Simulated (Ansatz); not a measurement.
## Electronic structure of Cl₂FHSi in real space

Input file:

```
crystal:
  periodic: [false, false, false]
  atoms:
    - {symbol: Si, position_ang: [0.000521, 0.090173, 0.071049]}
    - {symbol: Cl, position_ang: [1.657143, -0.601063, -0.863529]}
    - {symbol: Cl, position_ang: [-1.440142, -1.331066, 0.085640]}
    - {symbol: H, position_ang: [0.323036, 0.503588, 1.441426]}
    - {symbol: F, position_ang: [-0.540558, 1.338369, -0.734587]}
basis:
  gaussian: {orbitals: def2-TZVPP}
hamiltonian: {xc: pbe0, dispersion: d4}
output: {orbitals: {seedname: orbitals}}
```

Run with:

```sh
ansatz run in.yaml --threads 2 --pin off --events-out ev --progress --plain --max-ram 4352MiB
```

The product side of a reaction path; geometry: PBE0-D4/def2-TZVP.

Method: RKS PBE0-D4/def2-TZVPP in Ansatz.

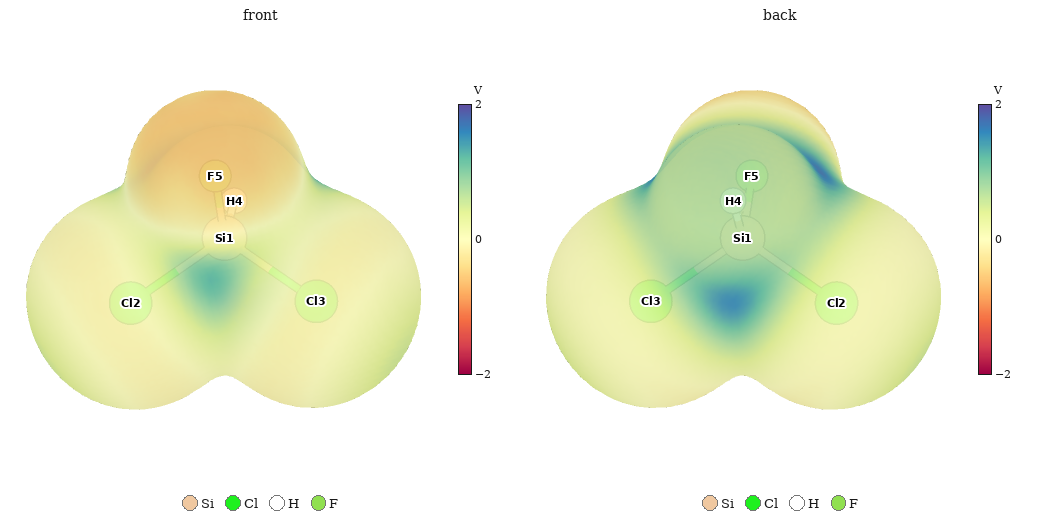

Figure 1. The electrostatic potential painted on the density surface at 0.002 e/bohr³, seen from the front and from behind; red is negative and blue positive.

Question: Where is the surface potential most negative and most positive?

Answer: The most negative region (about −0.6 V) lies over F5, the most positive (about +1.6 V) over Si1. Cl2 shows a σ-hole: about +0.5 V at the tip opposite its bond, against about 0.0 V on its flanks. Cl3 shows a σ-hole: about +0.5 V at the tip opposite its bond, against about 0.0 V on its flanks.

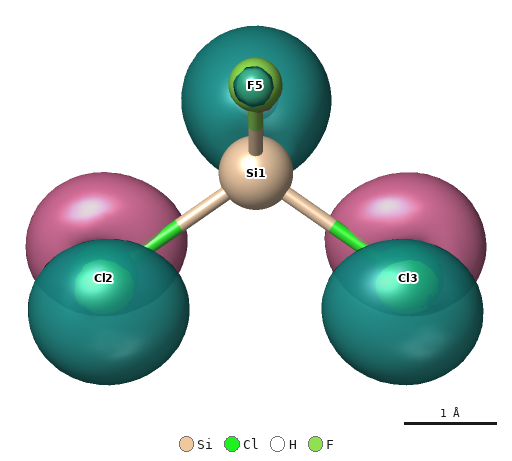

Figure 2. The HOMO−1 at ±0.15 Å⁻³ᐟ² (teal and pink are the two phases), seen across its widest extent.

Question: What is the character of this orbital?

Answer: By Hirshfeld shares it lies mainly on Cl2 (about 35 %), Cl3 (about 35 %), H4 (about 15 %) and Si1 (about 15 %). Its energy is −9.82 eV.

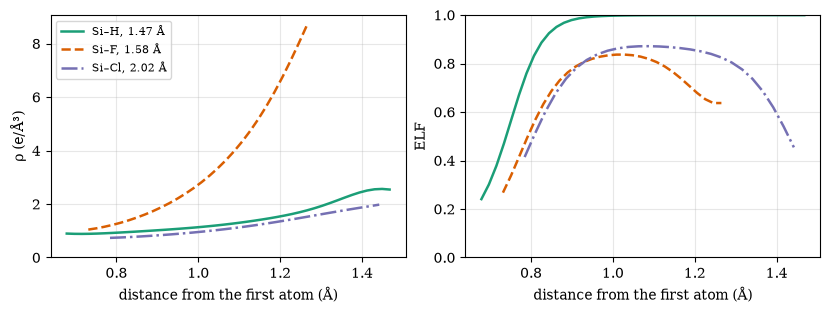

Figure 3. Electron density and electron localisation function along straight lines between neighbouring atoms. The curves leave out the atomic cores.

Question: Compare the contacts.

Answer: Si–H (1.47 Å): the density is about 0.89 e/Å³ at the midpoint; the ELF climbs to about 1 towards the hydrogen, as it does in any bond to H.
Si–F (1.58 Å): the density is about 1.2 e/Å³ at the midpoint; the ELF peaks at about 0.85 in the valence shell of F, 0.6 Å from its nucleus, and is about 0.50 at the midpoint.
Si–Cl (2.02 Å): the density is about 0.97 e/Å³ at the midpoint; the ELF peaks at about 0.85 between the atoms (a shared but strongly polarised pair).

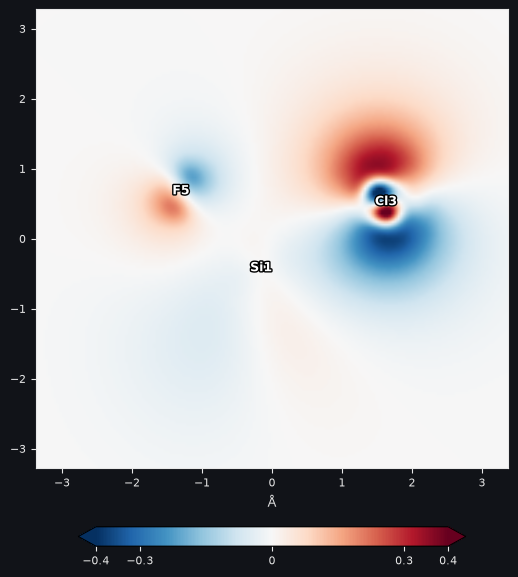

Figure 4. The HOMO on the plane of atoms Cl3, Si1 and F5 (values in Å⁻³ᐟ²; the overall sign is arbitrary).

Question: Where does this orbital lie, and at what energy?

Answer: By Hirshfeld shares it lies mainly on Cl2 (about 45 %) and Cl3 (about 45 %); largely a combination of lone pairs on Cl2 and Cl3. Its energy is −9.66 eV.
